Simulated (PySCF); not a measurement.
**Geometry relaxation of CH2AlNO (part 1 of 2)**

System: CH2AlNO.
Method: HF/pcseg-0, RHF (PySCF 2.14.0).

The atoms were displaced at random from an optimised geometry. Figures and captions count atoms from 1; the log counts them from 0 in places.

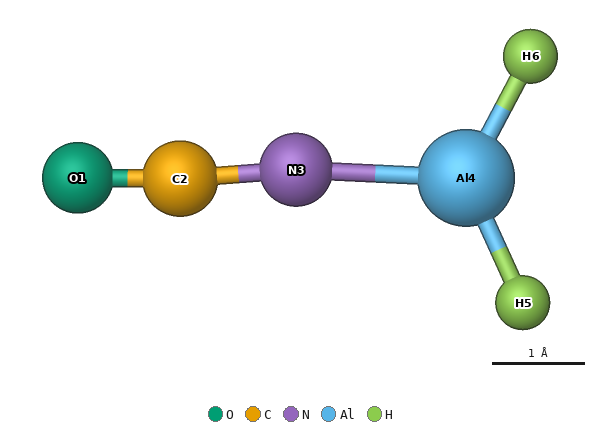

Fig. 1: The structure as given in the input (ball-and-stick view, seen at a tilt; atoms are numbered from 1 in the order of the input). Sticks mark near contacts.

Input (calc.py)
```python
from pyscf import gto
from pyscf.geomopt.geometric_solver import kernel as optimise

system = gto.Mole()
system.atom = 'mol.xyz'
system.verbose = 3
system.max_memory = 1860
system.basis = 'pcseg-0'
system.build()

hf = system.RHF()
converged, mol_eq = optimise(hf, maxsteps=100, convergence_set='GAU_TIGHT')
print('converged:', converged)
print(mol_eq.tostring())

hf.reset(mol_eq)
system = mol_eq
hf.kernel()
etot = hf.e_tot
print(f'total energy: {etot:.8f} hartree')
```

File mol.xyz
```
6
CH2AlNO
O      1.689438    -2.160107     1.031527
C      1.054723    -1.333301     0.633451
N      0.369275    -0.332196     0.264697
Al    -0.754612     0.971924    -0.432184
H     -1.234381     0.777833    -1.836530
H     -0.969553     2.165631     0.451390
```

Run as:
```bash
OMP_NUM_THREADS=1 python calc.py
```

Output
```
#|     Arguments passed to driver run_optimizer():      |#
convergence_set           GAU_TIGHT
customengine              <pyscf.geomopt.geometric_solver.PySCFEngine object>
maxiter                   100
----------------------------------------------------------
Custom engine selected.
Bonds will be generated from interatomic distances less than 1.20 times sum of covalent radii
18 internal coordinates being used (instead of 18 Cartesians)
Internal coordinate system (atoms numbered from 1):
Distance 1-2
Distance 2-3
Distance 3-4
Distance 4-5
Distance 4-6
Angle 3-4-6
Angle 5-4-6
LinearAngleX 1-2-3
LinearAngleY 1-2-3
LinearAngleX 2-3-4
LinearAngleY 2-3-4
Out-of-Plane 4-3-5-6
Translation-X 1-6
Translation-Y 1-6
Translation-Z 1-6
Rotation-A 1-6
Rotation-B 1-6
Rotation-C 1-6
<class 'geometric.internal.Distance'> : 5
<class 'geometric.internal.Angle'> : 2
<class 'geometric.internal.LinearAngle'> : 4
<class 'geometric.internal.OutOfPlane'> : 1
<class 'geometric.internal.TranslationX'> : 1
<class 'geometric.internal.TranslationY'> : 1
<class 'geometric.internal.TranslationZ'> : 1
<class 'geometric.internal.RotationA'> : 1
<class 'geometric.internal.RotationB'> : 1
<class 'geometric.internal.RotationC'> : 1
> ===== Optimization Info: ====
> Job type: Energy minimization
> Maximum number of optimization cycles: 100
> Initial / maximum trust radius (Angstrom): 0.100 / 0.300
> Convergence Criteria:
> Will converge when all 5 criteria are reached:
>  |Delta-E| < 1.00e-06
>  RMS-Grad  < 1.00e-05
>  Max-Grad  < 1.50e-05
>  RMS-Disp  < 4.00e-05
>  Max-Disp  < 6.00e-05
> === End Optimization Info ===

Geometry optimization cycle 1
Cartesian coordinates (Angstrom)
 Atom        New coordinates             dX        dY        dZ
   O   1.689438  -2.160107   1.031527    0.000000  0.000000  0.000000
   C   1.054723  -1.333301   0.633451    0.000000  0.000000  0.000000
   N   0.369275  -0.332196   0.264697    0.000000  0.000000  0.000000
  Al  -0.754612   0.971924  -0.432184    0.000000  0.000000  0.000000
   H  -1.234381   0.777833  -1.836530    0.000000 -0.000000  0.000000
   H  -0.969553   2.165631   0.451390    0.000000  0.000000  0.000000

WARN: Mole.unit (angstrom) is changed to Bohr

converged SCF energy = -409.474589042325
--------------- RHF_Scanner gradients ---------------
         x                y                z
0 O    -0.0751712431     0.1036737172    -0.0439174271
1 C     0.1378956380    -0.2025913843     0.0745929615
2 N    -0.0384794111     0.0746164787    -0.0163650545
3 Al    -0.0396566878     0.0381198579    -0.0231932927
4 H     0.0094445612     0.0023746192     0.0196907138
5 H     0.0059671428    -0.0161932887    -0.0108079011
----------------------------------------------
cycle 1: E = -409.474589042  dE = -409.475  norm(grad) = 0.309398
Step    0 : Gradient = 1.263e-01/2.562e-01 (rms/max) Energy = -409.4745890423
Hessian Eigenvalues: 4.50000e-02 5.00000e-02 5.00000e-02 ... 2.50000e-01 7.68984e-01 1.61731e+00

Geometry optimization cycle 2
Cartesian coordinates (Angstrom)
 Atom        New coordinates             dX        dY        dZ
   O   1.610431  -2.156320   1.008666   -0.079007  0.003787 -0.022861
   C   1.007332  -1.247949   0.612706   -0.047391  0.085352 -0.020745
   N   0.406944  -0.296029   0.242164    0.037669  0.036167 -0.022533
  Al  -0.594210   0.986430  -0.450545    0.160402  0.014506 -0.018361
   H  -1.262847   0.671905  -1.829461   -0.028466 -0.105928  0.007069
   H  -1.012761   2.131746   0.528821   -0.043208 -0.033885  0.077431
converged SCF energy = -409.49591915671
--------------- RHF_Scanner gradients ---------------
         x                y                z
0 O    -0.0198120024     0.0332229347    -0.0114829642
1 C     0.0122883452    -0.0284732237     0.0043806083
2 N     0.0018481351    -0.0018685265     0.0082790352
3 Al     0.0107578952     0.0057111494    -0.0074415326
4 H    -0.0026102903    -0.0042286277     0.0030070469
5 H    -0.0024720828    -0.0043637063     0.0032578066
----------------------------------------------
cycle 2: E = -409.495919157  dE = -0.0213301  norm(grad) = 0.0543851
Step    1 : Displace = 1.059e-01/1.622e-01 (rms/max) Trust = 1.000e-01 (=) Grad = 2.220e-02/4.035e-02 (rms/max) E (change) = -409.4959191567 (-2.133e-02) Quality = 0.957
Hessian Eigenvalues: 4.99999e-02 5.00000e-02 5.00000e-02 ... 2.50942e-01 7.86139e-01 1.41599e+00

Geometry optimization cycle 3
Cartesian coordinates (Angstrom)
 Atom        New coordinates             dX        dY        dZ
   O   1.694728  -2.128010   0.995009    0.084297  0.028311 -0.013657
   C   1.006234  -1.236488   0.630797   -0.001098  0.011461  0.018091
   N   0.326691  -0.354094   0.273621   -0.080253 -0.058066  0.031458
  Al  -0.772889   0.853516  -0.372401   -0.178680 -0.132915  0.078144
   H  -1.199326   0.774406  -1.893029    0.063521  0.102500 -0.063568
   H  -0.900548   2.180455   0.478353    0.112212  0.048709 -0.050468
converged SCF energy = -409.495232723194
--------------- RHF_Scanner gradients ---------------
         x                y                z
0 O     0.0025533611    -0.0029835218     0.0014480845
1 C    -0.0276369963     0.0313641967    -0.0153663166
2 N     0.0229403097    -0.0149804688     0.0102759416
3 Al    -0.0074667509    -0.0215629309     0.0086524012
4 H     0.0037808433     0.0034898242    -0.0054301967
5 H     0.0058292332     0.0046729007     0.0004200861
----------------------------------------------
cycle 3: E = -409.495232723  dE = 0.000686434  norm(grad) = 0.0597072
Step    2 : Displace = 1.361e-01/2.369e-01 (rms/max) Trust = 1.414e-01 (+) Grad = 2.438e-02/4.454e-02 (rms/max) E (change) = -409.4952327232 (+6.864e-04) Quality = -0.090
Hessian Eigenvalues: 5.00000e-02 5.00000e-02 5.00000e-02 ... 2.51361e-01 8.21150e-01 1.31112e+00

Geometry optimization cycle 4
Cartesian coordinates (Angstrom)
 Atom        New coordinates             dX        dY        dZ
   O   1.686927  -2.160554   1.039876   -0.007801 -0.032545  0.044867
   C   1.030093  -1.261387   0.647323    0.023859 -0.024899  0.016526
   N   0.366383  -0.352295   0.253030    0.039692  0.001799 -0.020591
  Al  -0.690870   0.905389  -0.432654    0.082019  0.051873 -0.060253
   H  -1.282164   0.806693  -1.882186   -0.082839  0.032287  0.010843
   H  -0.955479   2.151939   0.486962   -0.054931 -0.028516  0.008609
converged SCF energy = -409.498649205931
--------------- RHF_Scanner gradients ---------------
         x                y                z
0 O     0.0011752001    -0.0015714245     0.0007787439
1 C     0.0037634267    -0.0078497674     0.0014064152
2 N    -0.0017844130     0.0104060993     0.0025135721
3 Al    -0.0026029705    -0.0051729750    -0.0046693312
4 H    -0.0013467803     0.0031737480    -0.0009730243
5 H     0.0007955370     0.0010143196     0.0009436243
----------------------------------------------
cycle 4: E = -409.498649206  dE = -0.00341648  norm(grad) = 0.0164539
Step    3 : Displace = 7.253e-02/1.149e-01 (rms/max) Trust = 6.805e-02 (-) Grad = 6.717e-03/1.085e-02 (rms/max) E (change) = -409.4986492059 (-3.416e-03) Quality = 0.920
Hessian Eigenvalues: 5.00000e-02 5.00000e-02 5.00000e-02 ... 2.50432e-01 9.68782e-01 1.31026e+00

Geometry optimization cycle 5
Cartesian coordinates (Angstrom)
 Atom        New coordinates             dX        dY        dZ
   O   1.665327  -2.169822   1.000625   -0.021600 -0.009267 -0.039251
   C   1.017911  -1.261329   0.622303   -0.012182  0.000057 -0.025019
   N   0.363474  -0.341373   0.242365   -0.002909  0.010922 -0.010665
  Al  -0.665752   0.959151  -0.401880    0.025118  0.053762  0.030774
   H  -1.221834   0.701569  -1.837739    0.060331 -0.105123  0.044447
   H  -1.004236   2.201587   0.486676   -0.048757  0.049648 -0.000286
converged SCF energy = -409.49890866818
--------------- RHF_Scanner gradients ---------------
         x                y                z
0 O    -0.0020542316     0.0030459740    -0.0010282256
1 C     0.0056207996    -0.0099786263     0.0025189523
2 N    -0.0033121217     0.0047471797    -0.0025047084
3 Al    -0.0001626314     0.0046999493    -0.0009026650
4 H     0.0010419064    -0.0024836579     0.0017423260
5 H    -0.0011337212    -0.0000308188     0.0001743206
----------------------------------------------
cycle 5: E = -409.498908668  dE = -0.000259462  norm(grad) = 0.015046
Step    4 : Displace = 6.961e-02/1.284e-01 (rms/max) Trust = 9.623e-02 (+) Grad = 6.143e-03/1.173e-02 (rms/max) E (change) = -409.4989086682 (-2.595e-04) Quality = 0.296
Hessian Eigenvalues: 4.99999e-02 5.00000e-02 5.00000e-02 ... 3.04182e-01 8.94207e-01 1.31666e+00

Geometry optimization cycle 6
Cartesian coordinates (Angstrom)
 Atom        New coordinates             dX        dY        dZ
   O   1.678938  -2.156067   1.022811    0.013611  0.013755  0.022186
   C   1.020006  -1.258147   0.632977    0.002095  0.003182  0.010673
   N   0.356880  -0.355512   0.241136   -0.006593 -0.014139 -0.001229
  Al  -0.679300   0.929677  -0.413038   -0.013547 -0.029474 -0.011158
   H  -1.248578   0.755095  -1.860552   -0.026745  0.053526 -0.022813
   H  -0.973057   2.174738   0.489017    0.031179 -0.026850  0.002341
converged SCF energy = -409.499284896782
--------------- RHF_Scanner gradients ---------------
         x                y                z
0 O    -0.0002539867     0.0003144284    -0.0001362759
1 C    -0.0013886253     0.0002853287    -0.0012890468
2 N     0.0020395978     0.0000486908     0.0020028765
3 Al    -0.0003679535    -0.0008641130    -0.0006738064
4 H    -0.0000071986     0.0001409512     0.0000995534
5 H    -0.0000218337     0.0000747138    -0.0000033007
----------------------------------------------
cycle 6: E = -409.499284897  dE = -0.000376229  norm(grad) = 0.00366048
Step    5 : Displace = 3.700e-02/6.367e-02 (rms/max) Trust = 9.623e-02 (=) Grad = 1.494e-03/2.859e-03 (rms/max) E (change) = -409.4992848968 (-3.762e-04) Quality = 0.959
Hessian Eigenvalues: 4.99999e-02 5.00000e-02 5.00000e-02 ... 3.12924e-01 9.35531e-01 1.31358e+00

Geometry optimization cycle 7
Cartesian coordinates (Angstrom)
 Atom        New coordinates             dX        dY        dZ
   O   1.683296  -2.151432   1.028817    0.004358  0.004635  0.006006
   C   1.019540  -1.259009   0.633249   -0.000466 -0.000862  0.000272
   N   0.351364  -0.361909   0.234999   -0.005516 -0.006397 -0.006137
  Al  -0.680488   0.929081  -0.413887   -0.001188 -0.000595 -0.000849
   H  -1.250394   0.760403  -1.862467   -0.001816  0.005308 -0.001915
   H  -0.968429   2.172650   0.491640    0.004628 -0.002088  0.002623
converged SCF energy = -409.499320988718
--------------- RHF_Scanner gradients ---------------
         x                y                z
0 O     0.0002758461    -0.0004278934     0.0001493443
1 C    -0.0007753001    -0.0000961388    -0.0007892775
2 N     0.0007598643     0.0010701075     0.0010174820
3 Al    -0.0002484120    -0.0006462451    -0.0002525498
4 H    -0.0000199437     0.0000756423    -0.0000643896
5 H     0.0000079454     0.0000245274    -0.0000606095
----------------------------------------------
cycle 7: E = -409.499320989  dE = -3.60919e-05  norm(grad) = 0.00219779
Step    6 : Displace = 6.543e-03/1.043e-02 (rms/max) Trust = 1.361e-01 (+) Grad = 8.972e-04/1.661e-03 (rms/max) E (change) = -409.4993209887 (-3.609e-05) Quality = 1.695
Hessian Eigenvalues: 4.99729e-02 5.00000e-02 5.00000e-02 ... 3.09714e-01 1.04446e+00 1.41792e+00

Geometry optimization cycle 8
Cartesian coordinates (Angstrom)
 Atom        New coordinates             dX        dY        dZ
   O   1.694938  -2.133196   1.049916    0.011642  0.018236  0.021099
   C   1.017111  -1.260799   0.633370   -0.002429 -0.001790  0.000121
   N   0.335439  -0.384052   0.213789   -0.015925 -0.022143 -0.021210
  Al  -0.681291   0.926817  -0.419128   -0.000803 -0.002265 -0.005241
   H  -1.258370   0.778793  -1.867292   -0.007976  0.018390 -0.004825
   H  -0.952938   2.162222   0.501696    0.015491 -0.010428  0.010055
converged SCF energy = -409.499371054326
--------------- RHF_Scanner gradients ---------------
         x                y                z
0 O     0.0005081742    -0.0006961565     0.0002713991
1 C    -0.0006722400     0.0010068002    -0.0004247755
2 N     0.0000668197    -0.0003168035     0.0001555258
3 Al     0.0002208151     0.0002076547     0.0002425766
4 H    -0.0000924783    -0.0000489933    -0.0001260559
5 H    -0.0000310906    -0.0001525016    -0.0001186702
----------------------------------------------
cycle 8: E = -409.499371054  dE = -5.00656e-05  norm(grad) = 0.00167553
Step    7 : Displace = 2.245e-02/3.451e-02 (rms/max) Trust = 1.925e-01 (+) Grad = 6.840e-04/1.283e-03 (rms/max) E (change) = -409.4993710543 (-5.007e-05) Quality = 1.007
Hessian Eigenvalues: 4.98701e-02 5.00000e-02 5.00000e-02 ... 3.10392e-01 1.04477e+00 1.41629e+00

Geometry optimization cycle 9
Cartesian coordinates (Angstrom)
 Atom        New coordinates             dX        dY        dZ
   O   1.695319  -2.132168   1.051123    0.000381  0.001028  0.001207
   C   1.017193  -1.261125   0.633252    0.000081 -0.000326 -0.000118
   N   0.335016  -0.384838   0.212739   -0.000424 -0.000786 -0.001051
  Al  -0.682291   0.926049  -0.419476   -0.001001 -0.000768 -0.000348
   H  -1.258538   0.779955  -1.867633   -0.000168  0.001163 -0.000341
   H  -0.951808   2.161910   0.502346    0.001130 -0.000311  0.000650
converged SCF energy = -409.499372149586
--------------- RHF_Scanner gradients ---------------
         x                y                z
0 O     0.0001702178    -0.0002184185     0.0000975051
1 C    -0.0000444257     0.0001195273    -0.0000808907
2 N    -0.0001382460     0.0000663607     0.0000093009
3 Al     0.0000164167     0.0000621590     0.0000290365
4 H    -0.0000061211    -0.0000075392    -0.0000276553
5 H     0.0000021582    -0.0000220893    -0.0000272965
----------------------------------------------
cycle 9: E = -409.49937215  dE = -1.09526e-06  norm(grad) = 0.000373721
Step    8 : Displace = 1.271e-03/1.649e-03 (rms/max) Trust = 2.722e-01 (+) Grad = 1.526e-04/2.936e-04 (rms/max) E (change) = -409.4993721496 (-1.095e-06) Quality = 1.162
Hessian Eigenvalues: 4.97161e-02 5.00000e-02 5.00000e-02 ... 3.08859e-01 1.09595e+00 1.27476e+00

Geometry optimization cycle 10
Cartesian coordinates (Angstrom)
 Atom        New coordinates             dX        dY        dZ
   O   1.695024  -2.131854   1.051674   -0.000295  0.000313  0.000552
   C   1.017230  -1.261077   0.633173    0.000037  0.000048 -0.000079
   N   0.335325  -0.384884   0.212143    0.000309 -0.000046 -0.000596
  Al  -0.682257   0.925859  -0.419732    0.000034 -0.000190 -0.000256
   H  -1.258851   0.780259  -1.867639   -0.000313  0.000303 -0.000006
   H  -0.951581   2.161482   0.502732    0.000227 -0.000429  0.000386
converged SCF energy = -409.499372298313
--------------- RHF_Scanner gradients ---------------
         x                y                z
0 O    -0.0000014799     0.0000085455     0.0000010908
1 C     0.0000443710    -0.0000223017    -0.0000253363
2 N    -0.0000632913     0.0000120534     0.0000443580
3 Al     0.0000117531    -0.0000028867    -0.0000324316
4 H     0.0000058941     0.0000015637     0.0000087195
5 H     0.0000027530     0.0000030258     0.0000035996
----------------------------------------------
cycle 10: E = -409.499372298  dE = -1.48727e-07  norm(grad) = 0.000103172
Step    9 : Displace = 5.211e-04/7.075e-04 (rms/max) Trust = 3.000e-01 (+) Grad = 4.212e-05/7.822e-05 (rms/max) E (change) = -409.4993722983 (-1.487e-07) Quality = 1.258
Hessian Eigenvalues: 4.96519e-02 4.99998e-02 5.00000e-02 ... 3.13177e-01 1.11436e+00 1.41268e+00
```
